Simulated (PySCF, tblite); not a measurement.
# C4H12N2OSi: geometry, infrared bands and NMR shifts

Aim: predict the infrared bands and NMR shifts of C4H12N2OSi (`C=C[Si@](N)(NC)OC`).

The runs use tblite 0.8.0 and PySCF 2.14.0, with density-fitted response routines of our own; the level of theory stands in each step. All values are computed, except where a source is named. Atoms are numbered from 0 throughout.

### 1 The molecule as given

20 atoms, charge 0, multiplicity 1; geometry from: force field or distance geometry start.

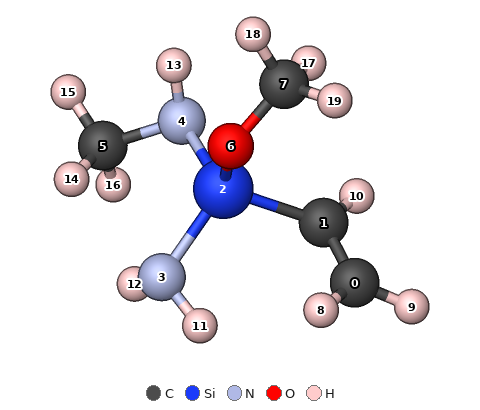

As it starts; carbon dark grey, silicon blue, nitrogen light blue, oxygen red, hydrogen pink, atoms numbered; sticks join atoms by distance.

### 2 Relaxing the molecule with GFN2-xTB

The job: settings as JSON, then the geometry in Å.

```
{"job": {"kind": "relax", "xc": "GFN2-xTB", "basis": "xTB"}, "charge": 0, "multiplicity": 1}
C     -0.363400    -2.659200    -0.534500
C     -0.230400    -1.457800    -1.106400
Si    -0.082100    -0.022400     0.050200
N     -1.509400    -0.138900     1.152000
N     -0.202800     1.535600    -0.827500
C     -1.236400     2.413600    -0.274800
O      1.394700    -0.150700     0.876100
C      2.509700    -0.225900     0.076900
H     -0.403800    -2.759900     0.552400
H     -0.461500    -3.544400    -1.112700
H     -0.192100    -1.365000    -2.172500
H     -1.783900    -1.149700     1.187500
H     -2.297800     0.411700     0.766200
H      0.706400     2.044700    -0.717500
H     -1.357900     2.232300     0.801900
H     -0.926300     3.454300    -0.429700
H     -2.168600     2.154300    -0.795600
H      2.338500    -0.035800    -0.986100
H      3.259500     0.499300     0.487400
H      3.002400    -1.225400     0.184300
```

On the command line:

```bash
OMP_NUM_THREADS=1 python probes_run.py task.json out
```

This one command runs all jobs of the session in turn.

**Question.** This job is followed by: GFN2-xTB harmonic vibrations, gas phase; GIAO PBE0/pcSseg-1 NMR shielding, non-relativistic, gas phase. What will the session give for the following? strongest single infrared mode (GFN2-xTB); zero-point energy (GFN2-xTB); ¹³C shifts against TMS (PBE0/pcSseg-1); ¹H shifts against TMS (PBE0/pcSseg-1, means over atoms taken as alike); ²⁹Si shifts against TMS (PBE0/pcSseg-1); ¹⁵N shifts against NH3 (PBE0/pcSseg-1); ¹⁷O shifts against H2O (PBE0/pcSseg-1).

As calculated:

```
                                                              quantity                                         value
                             strongest single infrared mode (GFN2-xTB)                          900 cm⁻¹, 192 km/mol
                                          zero-point energy (GFN2-xTB)                                101.8 kcal/mol
                                ¹³C shifts against TMS (PBE0/pcSseg-1)                  142.8, 139.6, 52.0, 29.3 ppm
¹H shifts against TMS (PBE0/pcSseg-1, means over atoms taken as alike)  6.43, 6.41, 5.94, 3.69, 2.73, 0.55, 0.25 ppm
                               ²⁹Si shifts against TMS (PBE0/pcSseg-1)                                     -34.9 ppm
                                ¹⁵N shifts against NH3 (PBE0/pcSseg-1)                                33.0, 29.3 ppm
                                ¹⁷O shifts against H2O (PBE0/pcSseg-1)                                      11.9 ppm
```

In words: Over 190 steps the energy fell by 0.938 eV; of the close pairs, Si2–N3 changed most, 1.807 to 1.731 Å. No mode is imaginary among the 54: a minimum at this level. The strongest single mode, at 900 cm⁻¹, moves mainly Si2 and N3. GFN2-xTB is a fitted tight-binding method: band positions and strengths are rough. Its intensities can rank the bands wrongly. C1 (alkene CH) lies farthest downfield among carbon, at 142.8 ppm; as expected for a trigonal carbon in a double bond. The most deshielded hydrogen is H10 (hydrogen on an alkene CH), at 6.43 ppm: attached to an sp2 carbon and in the plane of the double bond.
